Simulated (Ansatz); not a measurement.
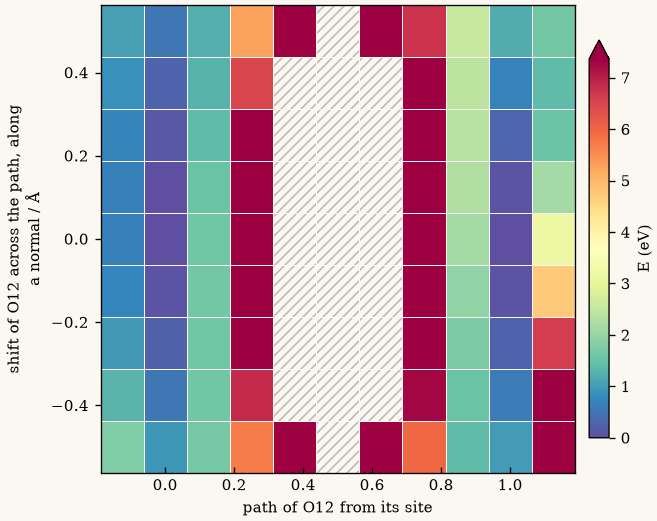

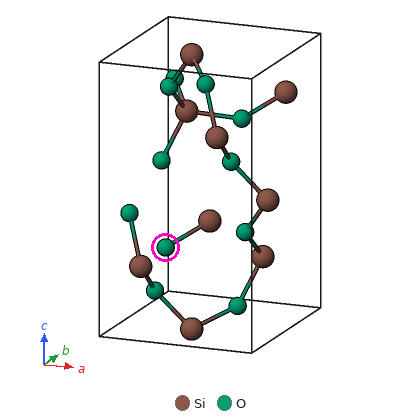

Energy landscape of SiO₂ (P3_221 phase) with one O vacancy (17 atoms in the cell, cell charge +2). An atom moved over a plane that holds its own site and a neighbouring vacancy (x along [−1 0 1], y along [3 0 1], z along [0 1 0] of the conventional cell). First axis: path of O12 from its site (0) to the vacancy (1), 2.596 Å. Second axis: shift of O12 across the path, along a normal. Nothing is relaxed (all other atoms held at the sites of the perfect crystal). Grid: 11 × 9 points; 75 points were computed and 1 follow by symmetry. At 23 points there is no value (left out of the scan, as a rule where atoms come close). Points are written as (first, second). All energies are given in eV per cell relative to the lowest grid point. The cell is charged on a uniform background, without a charge correction. Computed with DFT LDA+D3(BJ), scalar-relativistic, plane waves, PAW (Ansatz 0.2.0). Settings: cutoff 420 eV, k-mesh 4×4×4, gaussian smearing 0.05 eV, no spin polarisation.

Drawn: one coloured cell a grid point, one colour for all values above the top of the scale, hatched blanks where no value was computed. The second picture is the structure at the lowest point; rings mark the moved atoms.

What does the map say about the system?

The lowest grid point is at (0.000, 0.000 Å) [nearest 2 Si at 1.61 Å]. The same energy is found, by symmetry, at (1.000, 0.000 Å) [nearest 2 Si at 1.61 Å]. The highest grid point, (0.625, 0.500 Å) [nearest 1 Si at 1.12 Å], lies 13.7 eV above the lowest.

The values on the grid:

| second ↓, first → | −0.125 | 0.000 | 0.125 | 0.250 | 0.375 | 0.500 | 0.625 | 0.750 | 0.875 | 1.000 | 1.125 |
| --- | --- | --- | --- | --- | --- | --- | --- | --- | --- | --- | --- |
| 0.500 | 1.1 | 0.5 | 1.2 | 5.3 | 12.7 | – | 13.7 | 6.8 | 2.6 | 1.2 | 1.6 |
| 0.375 | 0.9 | 0.3 | 1.3 | 6.5 | – | – | – | 8.0 | 2.4 | 0.7 | 1.4 |
| 0.250 | 0.7 | 0.1 | 1.4 | 7.7 | – | – | – | 9.1 | 2.4 | 0.3 | 1.5 |
| 0.125 | 0.6 | 0.0 | 1.5 | 8.6 | – | – | – | 9.9 | 2.3 | 0.1 | 2.1 |
| 0.000 | 0.6 | 0.0 | 1.6 | 9.0 | – | – | – | 10.1 | 2.1 | 0.0 | 3.2 |
| −0.125 | 0.7 | 0.1 | 1.6 | 8.7 | – | – | – | 9.6 | 1.9 | 0.1 | 4.7 |
| −0.250 | 1.0 | 0.2 | 1.6 | 8.0 | – | – | – | 8.6 | 1.7 | 0.3 | 6.6 |
| −0.375 | 1.3 | 0.5 | 1.6 | 6.9 | – | – | – | 7.3 | 1.5 | 0.6 | 8.7 |
| −0.500 | 1.8 | 0.9 | 1.7 | 5.7 | 12.9 | – | 13.1 | 6.0 | 1.4 | 1.0 | 10.6 |

Time for the 75 points that were run: 9.5 min on 4 threads of Intel(R) Xeon(R) 6975P-C (Granite Rapids), on a shared host.

PAW datasets: the set soft_1.
